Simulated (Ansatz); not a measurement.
# CHAlN (doublet): correlated methods under varied settings at a displaced geometry (v2)

What do other methods and options give for CHAlN (doublet) at this geometry, and how long do they take?

Program: Ansatz 0.2.0, Gaussian basis. Level of theory: the settings change from run to run. These are calculated values, not measurements.

19 further runs of the same task are left out: 9 that didn't finish, 10 set aside as unsound or not needed.

## (1) The system

The geometry is a PBE0/def2-TZVP stationary point (not a proven minimum) with its atoms shifted at random (size 0.100 Å).

4 atoms, charge 0, spin multiplicity 2.

Atoms are counted from 1 here; the program's logs count them from 0.

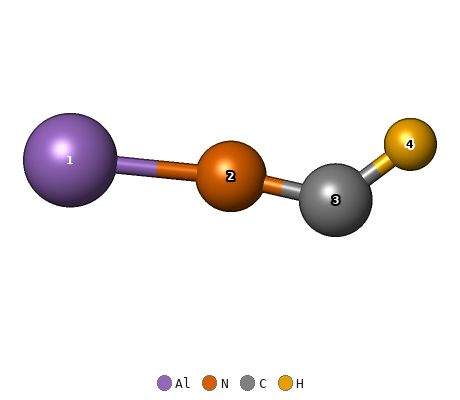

The geometry (aluminium purple, nitrogen orange, carbon grey, hydrogen amber); atoms are numbered from 1 in the order of the file.

## (2) MP2 on UHF/cc-pVDZ

File in.yaml:

```yaml
crystal:
  periodic: [false, false, false]
  atoms:
    - {symbol: Al, position_ang: [0.064562, -0.090209, 2.166370]}
    - {symbol: N, position_ang: [-0.100247, -0.090939, 0.344752]}
    - {symbol: C, position_ang: [-0.023708, -0.259591, -0.862953]}
    - {symbol: H, position_ang: [0.059393, 0.440739, -1.648169]}
basis:
  gaussian: {orbitals: cc-pVDZ, point_charges: [{charge: 1.00, position_ang: [3.898, -0.018, -0.487]}]}
magnetization: {spin_polarized: true, initial_magnetization: 1}
correlation: {method: mp2, electrons: all}
```

Command:

```
$ ansatz run in.yaml --threads 1 --pin off --events-out ev --progress --plain --max-ram 2393MiB
```

The program printed:

```text
Functional definition: HF
  name "HF"
  cite "Fock, Z. Phys. 61, 126 (1930) doi:10.1007/BF01340294"
  parent pbe
  exchange = exact_x
  correlation = 0
495 factors; integrals over basis functions are off by at most 1.1e-3 eV
mean field evaluation 1: about -9107.4208 eV, gradient 1.9e1 eV
mean field evaluation 2: about -9107.4237 eV, gradient 1.9e1 eV
mean field evaluation 4: about -9109.4356 eV, gradient 2.6e0 eV
mean field evaluation 8: about -9109.5115 eV, gradient 2.3e-1 eV
mean field evaluation 16: about -9109.5198 eV, gradient 2.9e-2 eV
mean field evaluation 32: about -9109.5225 eV, gradient 3.0e-6 eV
mean field evaluation 64: about -9109.5127 eV, gradient 4.3e-1 eV
mean field -9109.52254113 eV, -334.7687787302 hartree, gradient 3.0e-6 eV, S^2 0.830291; 6 other end points of the search recorded, 0 dependent functions left out
reference -9109.52254113 eV, -334.7687787302 hartree; 14, 13 occupied and 37, 38 virtual orbitals, 495 factors
second order -8.77197077 eV of doubles, -0.00000000 eV of singles
Total energy: -9118.29451190 eV, -335.0911427103 hartree
```

Run time: 3.9 s. Hardware: 1 thread of AMD EPYC, shared host.

From the report: ⟨S²⟩ of the determinant 0.830 (pure doublet: 0.75).

## (3) MP2 on UHF/cc-pVDZ

Edit in.yaml of step 2 so:

```diff
@@ -8,4 +8,5 @@
 basis:
-  gaussian: {orbitals: cc-pVDZ, point_charges: [{charge: 1.00, position_ang: [3.898, -0.018, -0.487]}]}
+  gaussian: {orbitals: cc-pVDZ, fitting: {mean_field: def2-universal-jkfit}, point_charges: [{charge: -0.50, position_ang: [4.079, -0.183, -0.734]}]}
 magnetization: {spin_polarized: true, initial_magnetization: 1}
-correlation: {method: mp2, electrons: all}
+correlation: {method: mp2, electrons: valence}
+scf: {lower_state_search: full}
```

Launched as before.

The program printed, cut to the lines that bear on the results:

```text
Functional definition: HF
  name "HF"
  cite "Fock, Z. Phys. 61, 126 (1930) doi:10.1007/BF01340294"
  parent pbe
[...]
298 factors; integrals over basis functions are off by at most 2.3e-1 eV
[...]
mean field -9109.55212834 eV, -334.7698660404 hartree, gradient 3.0e-6 eV, S^2 0.779508; 10 other end points of the search recorded, 0 dependent functions left out
7 core orbitals not correlated: weight in the atoms' cores, before any rotation towards them, 1.000 or more for the frozen orbitals, at most 0.000 for the correlated occupied ones
reference -9109.55212834 eV, -334.7698660404 hartree; 7, 6 occupied and 37, 38 virtual orbitals, 298 factors
second order -8.54872857 eV of doubles, -0.00000000 eV of singles
Total energy: -9118.10085691 eV, -335.0840260208 hartree
```

It took 4.6 s on 1 thread of AMD EPYC, shared host.

From the report: ⟨S²⟩ of the determinant 0.780 (pure doublet: 0.75).

## (4) CCSD(T) on UHF/cc-pVDZ

File in.yaml:

```yaml
crystal:
  periodic: [false, false, false]
  atoms:
    - {symbol: Al, position_ang: [0.064562, -0.090209, 2.166370]}
    - {symbol: N, position_ang: [-0.100247, -0.090939, 0.344752]}
    - {symbol: C, position_ang: [-0.023708, -0.259591, -0.862953]}
    - {symbol: H, position_ang: [0.059393, 0.440739, -1.648169]}
basis:
  gaussian: {orbitals: cc-pVDZ, fitting: {mean_field: def2-universal-jkfit}}
magnetization: {spin_polarized: true, initial_magnetization: 1}
correlation: {method: ccsd_t, electrons: valence}
scf: {lower_state_search: full}
output: {forces: true}
```

The command is unchanged.

The program printed, cut to the lines that bear on the results:

```text
Functional definition: HF
  name "HF"
  cite "Fock, Z. Phys. 61, 126 (1930) doi:10.1007/BF01340294"
  parent pbe
[...]
298 factors; integrals over basis functions are off by at most 2.3e-1 eV
[...]
mean field -9109.49206148 eV, -334.7676586237 hartree, gradient 9.2e-6 eV, S^2 0.780892; 14 other end points of the search recorded, 0 dependent functions left out
determinant -9109.49206148 eV, -334.7676586237 hartree, with singles and doubles -9118.77286700 eV, -335.1087219361 hartree
determinant -9108.16886928 eV, -334.7190322075 hartree, with singles and doubles -9117.51281155 eV, -335.0624157522 hartree
determinant -9106.32241156 eV, -334.6511761380 hartree, with singles and doubles -9115.68850242 eV, -334.9953736283 hartree
determinant -9106.12682260 eV, -334.6439883760 hartree, with singles and doubles -9115.65559835 eV, -334.9941644262 hartree
7 core orbitals not correlated: weight in the atoms' cores, before any rotation towards them, 1.000 or more for the frozen orbitals, at most 0.000 for the correlated occupied ones
reference -9109.49206148 eV, -334.7676586237 hartree; 7, 6 occupied and 37, 38 virtual orbitals, 298 factors
second order -8.54556054 eV of doubles, -0.00000000 eV of singles
cycle   1  -9.28014190 eV  change    6.6e-4 eV  update   2.8e-3
[...]
cycle  17  -9.28248793 eV  change    1.4e-7 eV  update   8.3e-8
perturbative correction -0.38542870 eV, -0.0141642436 hartree
[...]
Total energy: -9119.15997811 eV, -335.1229480070 hartree
Atom 0 at     0.064562    -0.090209     2.166370 Å, force     0.026983     0.009378     0.848228 eV/Å
Atom 1 at    -0.100247    -0.090939     0.344752 Å, force    -0.042205     0.193184     0.469402 eV/Å
Atom 2 at    -0.023708    -0.259591    -0.862953 Å, force    -0.149506    -1.728084     0.337287 eV/Å
Atom 3 at     0.059393     0.440739    -1.648169 Å, force     0.164729     1.525523    -1.654916 eV/Å
Dipole moment:     0.010319     0.134567    -0.181612 e Å
```

Wall time 24 s (1 thread of AMD EPYC, shared host).

From the report: ⟨S²⟩ of the determinant 0.781 (pure doublet: 0.75); correlation -9.6679 eV; T1 0.032; largest double amplitude 0.11.

## (5) CASCI(1,3)/6-31G

File in.yaml:

```yaml
crystal:
  periodic: [false, false, false]
  atoms:
    - {symbol: Al, position_ang: [0.064562, -0.090209, 2.166370]}
    - {symbol: N, position_ang: [-0.100247, -0.090939, 0.344752]}
    - {symbol: C, position_ang: [-0.023708, -0.259591, -0.862953]}
    - {symbol: H, position_ang: [0.059393, 0.440739, -1.648169]}
basis:
  gaussian: {orbitals: 6-31G, fitting: {mean_field: def2-universal-jkfit}}
magnetization: {spin_polarized: false, initial_magnetization: 1}
correlation: {active_space: {window: {electrons: 1, orbitals: 3}, fixed_orbitals: true}}
```

Launched as before.

The program printed:

```text
Functional definition: HF
  name "HF"
  cite "Fock, Z. Phys. 61, 126 (1930) doi:10.1007/BF01340294"
  parent pbe
  exchange = exact_x
  correlation = 0
298 factors; integrals over basis functions are off by at most 3.5e-2 eV
mean field evaluation 1: about -9105.6483 eV, gradient 2.7e1 eV
mean field evaluation 2: about -9106.3596 eV, gradient 2.2e1 eV
mean field evaluation 4: about -9107.5936 eV, gradient 1.1e0 eV
mean field evaluation 8: about -9107.6140 eV, gradient 6.9e-4 eV
mean field evaluation 16: about -9105.6541 eV, gradient 2.1e0 eV
mean field -9107.61395466 eV, -334.6986394714 hartree, gradient 1.1e-6 eV, S^2 0.750000; 4 other end points of the search recorded, 0 dependent functions left out
reference -9107.61395466 eV, -334.6986394714 hartree; 14, 13 occupied and 19, 20 virtual orbitals, 298 factors
state -9107.61395466 eV, -334.6986394714 hartree
Total energy: -9107.61395466 eV, -334.6986394714 hartree
```

It took 1 s on 1 thread of AMD EPYC, shared host.

From the report: 3 determinants; active occupations 1.00, 0.00, 0.00. With so small a space the active step adds no correlation: the energy is the mean field's.

## (6) CCSD on UHF/cc-pVDZ

File in.yaml:

```yaml
crystal:
  periodic: [false, false, false]
  atoms:
    - {symbol: Al, position_ang: [0.064562, -0.090209, 2.166370]}
    - {symbol: N, position_ang: [-0.100247, -0.090939, 0.344752]}
    - {symbol: C, position_ang: [-0.023708, -0.259591, -0.862953]}
    - {symbol: H, position_ang: [0.059393, 0.440739, -1.648169]}
basis:
  gaussian: {orbitals: cc-pVDZ, point_charges: [{charge: 1.00, position_ang: [2.569, -0.580, 0.902]}]}
magnetization: {spin_polarized: true, initial_magnetization: 1}
correlation: {method: ccsd, electrons: outside_noble_gas, diis_vectors: 2}
```

Launched as before.

The program printed, cut to the lines that bear on the results:

```text
Functional definition: HF
  name "HF"
  cite "Fock, Z. Phys. 61, 126 (1930) doi:10.1007/BF01340294"
  parent pbe
[...]
495 factors; integrals over basis functions are off by at most 1.1e-3 eV
[...]
mean field -9109.99430781 eV, -334.7861158362 hartree, gradient 1.8e-6 eV, S^2 1.063992; 15 other end points of the search recorded, 0 dependent functions left out
determinant -9109.99430781 eV, -334.7861158362 hartree, with singles and doubles -9119.16820271 eV, -335.1232502552 hartree
determinant -9109.96638206 eV, -334.7850895836 hartree, with singles and doubles -9119.17343350 eV, -335.1234424834 hartree
determinant -9108.62503799 eV, -334.7357960984 hartree, with singles and doubles -9117.14412869 eV, -335.0488669070 hartree
determinant -9107.43420843 eV, -334.6920339192 hartree, with singles and doubles -9116.64280381 eV, -335.0304435575 hartree
determinant -9107.33163426 eV, -334.6882643879 hartree, with singles and doubles -9116.72160841 eV, -335.0333395733 hartree
determinant -9109.99430781 eV, -334.7861158362 hartree, with singles and doubles -9119.18522079 eV, -335.1238756585 hartree
determinant -9109.96638206 eV, -334.7850895836 hartree, with singles and doubles -9119.18744530 eV, -335.1239574076 hartree
7 core orbitals not correlated: weight in the atoms' cores, before any rotation towards them, 1.000 or more for the frozen orbitals, at most 0.000 for the correlated occupied ones
reference -9109.96638206 eV, -334.7850895836 hartree; 7, 6 occupied and 37, 38 virtual orbitals, 495 factors
second order -8.36817132 eV of doubles, -0.00000000 eV of singles
cycle   1  -9.22106818 eV  change   -4.9e-6 eV  update   6.2e-6
Total energy: -9119.18745024 eV, -335.1239575890 hartree
```

It took 36 s on 1 thread of AMD EPYC, shared host.

From the report: ⟨S²⟩ of the determinant 0.999 (pure doublet: 0.75); correlation -9.2211 eV; T1 0.065; largest double amplitude 0.15.

## (7) MP2 on UHF/cc-pVDZ

Edit in.yaml of step 6 so:

```diff
@@ -8,4 +8,5 @@
 basis:
-  gaussian: {orbitals: cc-pVDZ, point_charges: [{charge: 1.00, position_ang: [2.569, -0.580, 0.902]}]}
+  gaussian: {orbitals: cc-pVDZ}
 magnetization: {spin_polarized: true, initial_magnetization: 1}
-correlation: {method: ccsd, electrons: outside_noble_gas, diis_vectors: 2}
+correlation: {method: mp2, electrons: all}
+scf: {lower_state_search: light}
```

Launched as before.

The program printed:

```text
Functional definition: HF
  name "HF"
  cite "Fock, Z. Phys. 61, 126 (1930) doi:10.1007/BF01340294"
  parent pbe
  exchange = exact_x
  correlation = 0
495 factors; integrals over basis functions are off by at most 1.1e-3 eV
mean field evaluation 1: about -9107.4052 eV, gradient 1.9e1 eV
mean field evaluation 2: about -9107.4081 eV, gradient 1.9e1 eV
mean field evaluation 4: about -9109.4074 eV, gradient 2.6e0 eV
mean field evaluation 8: about -9109.4850 eV, gradient 2.3e-1 eV
mean field evaluation 16: about -9109.4932 eV, gradient 2.4e-6 eV
mean field evaluation 32: about -9109.2940 eV, gradient 1.4e0 eV
mean field -9109.49316106 eV, -334.7676990326 hartree, gradient 2.4e-6 eV, S^2 0.780877; 7 other end points of the search recorded, 0 dependent functions left out
reference -9109.49316106 eV, -334.7676990326 hartree; 14, 13 occupied and 37, 38 virtual orbitals, 495 factors
second order -8.82014389 eV of doubles, -0.00000000 eV of singles
Total energy: -9118.31330495 eV, -335.0918333421 hartree
```

It took 3.5 s on 1 thread of AMD EPYC, shared host.

From the report: ⟨S²⟩ of the determinant 0.781 (pure doublet: 0.75).

## (8) HF/cc-pVDZ

Edit in.yaml of step 7 so:

```diff
@@ -10,3 +10,3 @@
 magnetization: {spin_polarized: true, initial_magnetization: 1}
-correlation: {method: mp2, electrons: all}
-scf: {lower_state_search: light}
+hamiltonian: {xc: hf}
+output: {forces: true, orbitals: {seedname: orbitals}}
```

Launched as before.

The program printed, cut to the lines that bear on the results:

```text
Functional definition: HF
  name "HF"
  cite "Fock, Z. Phys. 61, 126 (1930) doi:10.1007/BF01340294"
  parent pbe
[...]
495 factors; integrals over basis functions are off by at most 1.1e-3 eV
[...]
mean field -9109.49316106 eV, -334.7676990326 hartree, gradient 8.1e-7 eV, S^2 0.780877; 2 other end points of the search recorded, 0 dependent functions left out
[...]
reference -9109.49316106 eV, -334.7676990326 hartree; 14, 13 occupied and 37, 38 virtual orbitals, 495 factors
Total energy: -9109.49316106 eV, -334.7676990326 hartree
Atom 0 at     0.064562    -0.090209     2.166370 Å, force    -0.049635    -0.009492     0.044428 eV/Å
Atom 1 at    -0.100247    -0.090939     0.344752 Å, force     0.174270    -0.067812    -0.920274 eV/Å
Atom 2 at    -0.023708    -0.259591    -0.862953 Å, force    -0.243546    -1.124949     2.170947 eV/Å
Atom 3 at     0.059393     0.440739    -1.648169 Å, force     0.118911     1.202253    -1.295100 eV/Å
Dipole moment:     0.021665     0.119152    -0.192197 e Å
```

It took 6.5 s on 1 thread of AMD EPYC, shared host.

From the report: ⟨S²⟩ of the determinant 0.781 (pure doublet: 0.75).

## (9) CCSD(T) on UHF/cc-pVDZ

Edit in.yaml of step 8 so:

```diff
@@ -10,3 +10,2 @@
 magnetization: {spin_polarized: true, initial_magnetization: 1}
-hamiltonian: {xc: hf}
-output: {forces: true, orbitals: {seedname: orbitals}}
+correlation: {method: ccsd_t, electrons: all}
```

Launched as before.

The program printed, cut to the lines that bear on the results:

```text
Functional definition: HF
  name "HF"
  cite "Fock, Z. Phys. 61, 126 (1930) doi:10.1007/BF01340294"
  parent pbe
[...]
495 factors; integrals over basis functions are off by at most 1.1e-3 eV
[...]
mean field -9109.49316106 eV, -334.7676990326 hartree, gradient 2.4e-6 eV, S^2 0.780877; 11 other end points of the search recorded, 0 dependent functions left out
determinant -9109.49316106 eV, -334.7676990326 hartree, with singles and doubles -9119.02808861 eV, -335.1181011571 hartree
determinant -9108.16994540 eV, -334.7190717541 hartree, with singles and doubles -9117.76700815 eV, -335.0717573049 hartree
determinant -9106.32388034 eV, -334.6512301147 hartree, with singles and doubles -9115.93204964 eV, -335.0043238235 hartree
determinant -9106.12813785 eV, -334.6440367106 hartree, with singles and doubles -9115.89953043 eV, -335.0031287646 hartree
reference -9109.49316106 eV, -334.7676990326 hartree; 14, 13 occupied and 37, 38 virtual orbitals, 495 factors
second order -8.82014389 eV of doubles, -0.00000000 eV of singles
cycle   1  -9.53429002 eV  change    6.4e-4 eV  update   2.8e-3
[...]
cycle   8  -9.53663885 eV  change    2.5e-5 eV  update   3.3e-5
perturbative correction -0.39287138 eV, -0.0144377569 hartree
Total energy: -9119.42267129 eV, -335.1326018032 hartree
```

It took 33 s on 1 thread of AMD EPYC, shared host.

From the report: ⟨S²⟩ of the determinant 0.781 (pure doublet: 0.75); correlation -9.9295 eV; T1 0.022; largest double amplitude 0.11.

## (10) CCSD/cc-pVDZ

Edit in.yaml of step 9 so:

```diff
@@ -10,2 +10,5 @@
 magnetization: {spin_polarized: true, initial_magnetization: 1}
-correlation: {method: ccsd_t, electrons: all}
+hamiltonian: {xc: {name: PBE}}
+correlation: {method: ccsd, electrons: all, diis_vectors: 12}
+accuracy: high
+scf: {omitted_lower_state_checks: [cluster_reference]}
```

Same command.

The program printed, cut to the lines that bear on the results:

```text
Functional definition: PBE
  name "PBE"
  cite "Perdew, Burke & Ernzerhof, Phys. Rev. Lett. 77, 3865 (1996) doi:10.1103/PhysRevLett.77.3865"
  parent pbe
[...]
1060 factors; integrals over basis functions are off by at most 3.4e-9 eV
[...]
mean field -9131.38860379 eV, -335.5723417117 hartree, gradient 4.9e-8 eV, S^2 0.753781; 3 other end points of the search recorded, 0 dependent functions left out
reference -9108.69389307 eV, -334.7383264760 hartree; 14, 13 occupied and 37, 38 virtual orbitals, 1060 factors
second order -9.70480697 eV of doubles, -0.54128887 eV of singles
cycle   1  -9.74905506 eV  change    4.9e-1 eV  update   1.1e-1
[...]
cycle  29  -10.28098194 eV  change    1.3e-9 eV  update   1.5e-9
Total energy: -9118.97487501 eV, -335.1161455934 hartree
Checks for a lower state left out: cluster_reference
```

It took 34 s on 1 thread of AMD EPYC, shared host; peak memory 0.34 GiB.

From the report: ⟨S²⟩ of the determinant 0.754 (pure doublet: 0.75); correlation -10.2810 eV; T1 0.017; largest double amplitude 0.11. The orbitals are Kohn-Sham ones, so correlation energy and T1 don't compare with those on Hartree-Fock orbitals.

## (11) All runs side by side

Where basis and cores are those of an earlier UCCSDT(Q)/cc-pVDZ run (-9119.2273 eV), and the state is the same kind, the miss against it is given.

```
                                      level         correlated  functions  energy (eV)  from UCCSDT(Q) (meV)   time
 MP2 on UHF/cc-pVDZ (beside a point charge)                all         51   -9118.2945                        3.9 s
 MP2 on UHF/cc-pVDZ (beside a point charge)            valence         51   -9118.1009                        4.6 s
                     CCSD(T) on UHF/cc-pVDZ            valence         51   -9119.1600                  67.3   24 s
                           CASCI(1,3)/6-31G                            33   -9107.6140                          1 s
CCSD on UHF/cc-pVDZ (beside a point charge)  outside noble gas         51   -9119.1875                         36 s
                         MP2 on UHF/cc-pVDZ                all         51   -9118.3133                        3.5 s
                                 HF/cc-pVDZ                            51   -9109.4932                9734.1  6.5 s
                     CCSD(T) on UHF/cc-pVDZ                all         51   -9119.4227                         33 s
             CCSD/cc-pVDZ (on PBE orbitals)                all         51   -9118.9749                         34 s
```

## (12) What came out

| quantity | value |
| --- | --- |
| runs | 9 |
| quickest | CASCI(1,3)/6-31G, 1 s |
| slowest | CCSD on UHF/cc-pVDZ (beside a point charge), 36 s |

Total energies in different bases, with other cores or another treatment of relativity can't be set against each other. CCSD on UHF/cc-pVDZ (beside a point charge) took 36 times as long as CASCI(1,3)/6-31G; the jobs differ in more than the method. Hartree-Fock, CASSCF and CASCI lack dynamic correlation by design.
